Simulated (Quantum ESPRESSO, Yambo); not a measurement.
# A GW chain in Yambo: InF3 (R-3c), part 3 of 3

Wanted: ground state, empty states, screening and self-energy for InF3 (R-3c).

Quantum ESPRESSO 7.5 and Yambo 5.3.0; LDA and many-body steps on it, plane waves. Known limits of the many-body steps: not at the basis limit; no spin-orbit coupling.

So far. Step 3 (Bands along the symmetry lines): The gap is 4.009 eV, as in the run before at this level. Step 4 (Empty states on the mesh, 4×4×4 mesh, 120 bands): On this mesh the gap is 4.009 eV.

## 6. Screening and self-energy, 4×4×4 mesh, 120 bands, screening to 88.4 eV

G0W0 replaces the xc potential by the self-energy, built once from these orbitals. Only a window of levels is corrected, while the sums run over the empty bands that the input names.

This step: G0W0 on LDA, plane waves, norm-conserving pseudopotentials.

gw1.in reads:

```
HF_and_locXC
gw0
dyson
ppa
em1d
rim_cut
RandQpts= 1000000
RandGvec= 1 RL
EXXRLvcs= 80 Ry
VXCRLvcs= 320 Ry
Chimod= "HARTREE"
% BndsRnXp
 1 | 120 |
%
NGsBlkXp= 6.5 Ry
% LongDrXp
 1 | 1 | 1 |
%
% GbndRnge
 1 | 120 |
%
DysSolver= "n"
ExtendOut
PPAPntXp= 27.21138 eV
% QPkrange
 7 | 7 | 41 | 44 |
 1 | 1 | 41 | 44 |
%
```

Launch:

```
$ OMP_NUM_THREADS=2 mpirun -n 4 yambo -F gw1.in -J gw1 -C gw1 > gw1.log
```

Log:

```text
 Yambo, version 5.3.0

 [02] CORE Variables Setup
 =========================

  [... cell, symmetries and grids as in the set-up ...]

  [02.05] Energies & Occupations
  ==============================

  [X] === General ===
  [X] Electronic Temperature                        :  0.000000  0.000000 [eV K]
  [X] Bosonic    Temperature                        :  0.000000  0.000000 [eV K]
  [X] Finite Temperature mode                       : no
  [X] El. density                                   :  0.72974E+24 [cm-3]
  [X] Fermi Level                                   :  2.393526 [eV]

  [X] === Gaps and Widths ===
  [X] Conduction Band Min                           :  4.009337 [eV]
  [X] Valence Band Max                              :  0.000000 [eV]
  [X] Filled Bands                                  :   42
  [X] Empty Bands                                   :   43  120
  [X] Direct Gap                                    :  4.041771 [eV]
  [X] Direct Gap localized at k                     :  1
  [X] Indirect Gap                                  :  4.009337 [eV]
  [X] Indirect Gap between kpts                     :   7   1
  [X] Last valence band width                       :  0.129179 [eV]
  [X] 1st conduction band width                     :  3.087633 [eV]

 [03] Transferred momenta grid and indexing
 ==========================================

 IBZ Q-points                                      :  14
 BZ  Q-points                                      :   64

 K/Q-points units:
 rlu = crystal or reduced units; cc = cartesian coordinates; iku = interal k-units

 Q [ 1]         [rlu]:  0.000000  0.000000  0.000000
 Q [ 2]         [rlu]: -0.34882E-16 -0.34882E-16  0.25000
 Q [ 3]         [rlu]:  0.49282E-16  0.49282E-16 -0.50000
 Q [ 4]         [rlu]:  0.18461E-16  0.25000      0.25000
 Q [ 5]         [rlu]:  0.15108E-15  0.25000      0.50000
 Q [ 6]         [rlu]:  0.74563E-16  0.25000     -0.25000
 Q [ 7]         [rlu]: -0.36922E-16 -0.50000     -0.50000
 Q [ 8]         [rlu]:  0.250000  0.250000  0.250000
 Q [ 9]         [rlu]:  0.250000  0.250000  0.500000
 Q [10]         [rlu]:  0.250000  0.250000 -0.250000
 Q [11]         [rlu]:  0.250000  0.500000  0.500000
 Q [12]         [rlu]:  0.250000  0.500000  0.750000
 Q [13]         [rlu]: -0.500000 -0.500000 -0.500000
 Q [14]         [rlu]: -0.25000     -0.16429E-15 -0.50000

 [04] Coloumb potential Random Integration (RIM)
 ===============================================

  [04.01] RIM initialization
  ==========================

  * Diagonal components only detected *

  8 x (sBL volume)        :  0.039915 [a.u.]
  sBZ random points       :  1000000
  Points outside the sBZ  :   7988742
  RL volume               :  0.319323 [a.u.]
  Integrated volume       :  0.319773 [a.u.]

  [04.02] RIM integrals
  =====================

  Gamma point sphere radius             :  0.061991 [a.u.]
  Points outside the sphere             :   799652
  [Int_sBZ(q=0) 1/q^2]*(Vol_sBZ)^(-1/3) =:  7.753065
                                 should be <:  7.795600

  Summary of Coulomb integrals for non-metallic bands |Q|[au] RIM/Bare

  Q [1] 0.100000E-4 0.994544 * Q [8] 0.169379 1.028176
  Q [2] 0.192878 1.076558 * Q [4] 0.216252 1.066047
  Q [9] 0.291577 1.024101 * Q [6] 0.319441 1.030907
  Q [11] 0.337204 1.016845 * Q [13] 0.338758 1.010690
  Q [5] 0.361568 1.021448 * Q [14] 0.361568 1.021767
  Q [10] 0.373154 1.022739 * Q [3] 0.385755 1.020169
  Q [7] 0.432504 1.015207 * Q [12] 0.465617 1.010633

 [05] Dipoles
 ============

  [05.01] Setup: observables and procedures
  =========================================

  [WARNING] [x,Vnl] slows the Dipoles computation. To neglect it rename the ns.kb_pp file

 [06] Dynamic Dielectric Matrix (PPA)
 ====================================

 [WR./gw1//ndb.pp]---------------------------------------------------------------
  Brillouin Zone Q/K grids (IBZ/BZ)                :   14   64   14   64
  RL vectors                                       :  11327 [WF]
  Coulomb cutoff potential                         : none
  Electronic Temperature                           :  0.000000 [K]
  Bosonic    Temperature                           :  0.000000 [K]
  PPA    diel. fun.  energies                      : Slater exchange(X)+Perdew & Wang(C)
  wavefunctions                                    : Slater exchange(X)+Perdew & Wang(C)
  Global Gauge                                     : length
  X matrix size                                    :  205
  X band range                                     :    1  120
  X e/h energy range                               : -1.000000 -1.000000 [eV]
  X Time ordering                                  : R
  X Hxc Kernel                                     : HARTREE
  X Drude frequency                                :  0.000000  0.000000
  X poles                                          :  100.0000 [o/o]
  RL vectors in the sum                            :  11327
  [r,Vnl] included                                 : yes
  Field direction                                  :  0.577350E-5  0.577350E-5  0.577350E-5
  BZ energy Double Grid                            : no
  BZ energy DbGd points                            : 0
  BZ Q point size factor                           : -1.000000
  X Optical Averaged directions                    : none

 [07] Local Exchange-Correlation + Non-Local Fock
 ================================================

 [VXC] Plane waves :   74873
 [EXS] Plane waves :   9339

 QP @ state[ 1 ] K range:  1  1
 QP @ state[ 1 ] b range:   41   44
 QP @ state[ 2 ] K range:   7   7
 QP @ state[ 2 ] b range:   41   44

 [xc] Functional : Slater exchange(X)+Perdew & Wang(C)
 [xc] LIBXC used to calculate xc functional
  PP Number of Atomic Species                      :  2
  NLCC RL compoments                               :   74873
  PP Number of Atomic Species                      :  2
  NLCC RL compoments                               :   74873

 [xc] E_xc :  -59.69010 [Ha]
      E_xc :  -119.3802 [Ry]

  Local XC kind (lXC) : Slater exchange(X)+Perdew & Wang(C)
  Non-Local XC kind (nlXC) : Hartree-Fock

  Corrections @ K [1] :  [eV]
 <41|nlXC|41> = -30.71635  0.15021E-17 <41|lXC|41> = -22.75051  0.28323E-15
 <42|nlXC|42> = -30.71635 -0.28585E-17 <42|lXC|42> = -22.75051  0.28323E-15
 <43|nlXC|43> = -10.34929  0.13594E-17 <43|lXC|43> = -15.00349 -0.18883E-15
 <44|nlXC|44> = -13.25182 -0.43373E-18 <44|lXC|44> = -19.92579 -0.12669E-19

  Corrections @ K [7] :  [eV]
 <41|nlXC|41> = -30.87882 -0.52793E-17 <41|lXC|41> = -23.60420 -0.94411E-16
 <42|nlXC|42> = -30.81241 -0.14344E-16 <42|lXC|42> = -22.91544 -0.23602E-15
 <43|nlXC|43> = -12.86163 -0.29761E-18 <43|lXC|43> = -18.19566 -0.11091E-19
 <44|nlXC|44> = -13.06255 -0.24290E-18 <44|lXC|44> = -19.12038 -0.18885E-15

 [08] Dyson equation: Newton solver
 ==================================

  [08.01] G0W0 (W PPA)
  ====================

  [  GW  ] Bands range     :    1  120
  [GW/PPA] G damping       :  0.100000 [eV]

  QP @ state[ 1 ] K range:  1  1
  QP @ state[ 1 ] b range:   41   44
  QP @ state[ 2 ] K range:   7   7
  QP @ state[ 2 ] b range:   41   44

   Sc/G bands                                       :    1  120
   Sc/G damping                                     :  0.100000 ev
   Sc bands terminator                              : no
   Sx RL components                                 :   9339

   QP @ state[ 1 ] K range                          :  1  1
   QP @ state[ 1 ] b range                          :   41   44
   QP @ state[ 2 ] K range                          :   7   7
   QP @ state[ 2 ] b range                          :   41   44
   GF energies kind                                 : Slater exchange(X)+Perdew & Wang(C)
   GF WF`s kind                                     : Slater exchange(X)+Perdew & Wang(C)
   Xs energies kind                                 : Slater exchange(X)+Perdew & Wang(C)
   Xs WF`s kind                                     : Slater exchange(X)+Perdew & Wang(C)

 [11] Game Over & Game summary
```

It took 6.3 min on 4 MPI ranks of Arm Neoverse V2, shared host; peak memory 6.3 GiB; 42 min of CPU time.

This step gave:

| Item | Value |
| --- | --- |
| G0W0 gap on the points computed | 7.872 eV |
| starting gap on the mesh | 4.009 eV |
| k of the valence top | 0, -0.5, -0.5 |
| k of the conduction bottom | 0, 0, 0 |
| least direct G0W0 gap on the computed points | 7.923 eV |
| Z at the valence top | 0.7984 |
| Z at the conduction bottom | 0.8698 |

The gap on the mesh goes from 4.01 eV to 7.87 eV, a correction of +3.86 eV.

Limits: finite bands, cutoff and mesh; no spin-orbit coupling. v1 is the top filled band, c1 the lowest empty one. Levels before and after the correction, in eV, zero at the valence-band top of each column:

```tsv
	conduction bottom	valence top
Kohn-Sham	4.01	0.00
G0W0	7.87	0.00
```

```tsv
	level	energy (eV)
Kohn-Sham	Γ v2-v1	-0.032
Kohn-Sham	Γ c1	4.009
Kohn-Sham	Γ c2	9.417
Kohn-Sham	(0 -0.5 -0.5) v2	-0.152
Kohn-Sham	(0 -0.5 -0.5) v1	0.000
Kohn-Sham	(0 -0.5 -0.5) c1	6.535
Kohn-Sham	(0 -0.5 -0.5) c2	8.084
G0W0	Γ v2-v1	-0.051
G0W0	Γ c1	7.872
G0W0	Γ c2	14.237
G0W0	(0 -0.5 -0.5) v2	-0.009
G0W0	(0 -0.5 -0.5) v1	0.000
G0W0	(0 -0.5 -0.5) c1	10.916
G0W0	(0 -0.5 -0.5) c2	12.789
```

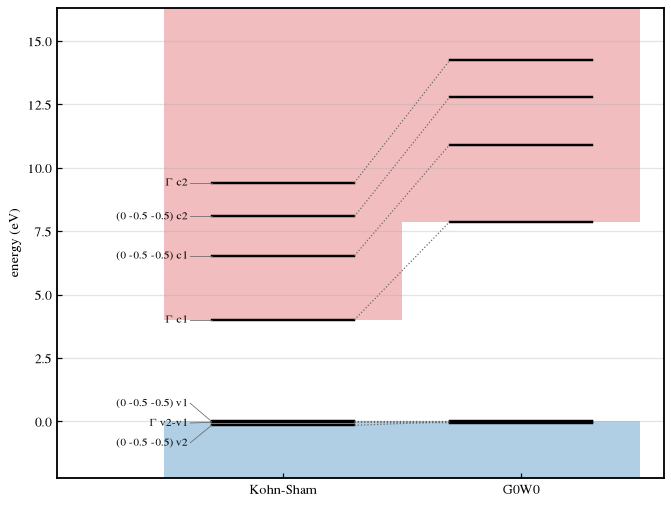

Levels before and after the correction. Shaded: valence and conduction bands.

## 7. Where the time went

Times are wall times on the hardware named with each run. The host was busy with other work, so they are no guide to cost.

```tsv
step	time	share	memory (GiB)
ground state	46 s	10 %	1.3
bands along the symmetry lines	16 s	3 %	0.95
empty states on the mesh	21 s	4 %	0.87
conversion and set-up	2.9 s	1 %	0.25
screening and self-energy	6.3 min	82 %	6.3
```

## 8. Results

| Property | Result |
| --- | --- |
| LDA gap | 4.01 eV, indirect (only 32 meV under the direct gap) |
| G0W0 gap on the mesh | 7.87 eV |
| GW settings | 4×4×4 mesh, 120 bands, screening to 88.4 eV, Godby-Needs plasmon pole |
| known limits | not at the basis limit; no spin-orbit coupling |

What this shows: G0W0 moves the gap on the mesh from 4.01 eV to 7.87 eV (+3.86 eV), with Z of 0.80 and 0.87 at the edges. Only 2 of the mesh's irreducible points were corrected, so a valley elsewhere could overtake. The dearest step here is «screening and self-energy». Bands and cutoff are finite, so the gap is not at the basis limit. The miss can reach some tenths of an eV and take either sign; the mesh is an error of its own. In the G0W0 run levels were corrected at 2 k points alone, so a gap called «on the mesh» is the least over those, and an edge elsewhere would be missed. The many-body steps are scalar-relativistic: spin-orbit coupling is not in them.

[Paths, hosts, dates, memory and timing lines, banners, echoed tables and standing remarks are left out of the program output.]

[Logs are printed without paths, hosts, clocks, repeated set-up lines and the standing remarks that a program may print on its own settings, such as how far it seeks lower states.]

[Runs of the session that timed out or met a known fault of the program may be left out.]

[Hosts, paths, dates, database ids (printed as entryN), source tags and the programs' standing remarks are cut or masked in the printed files.]
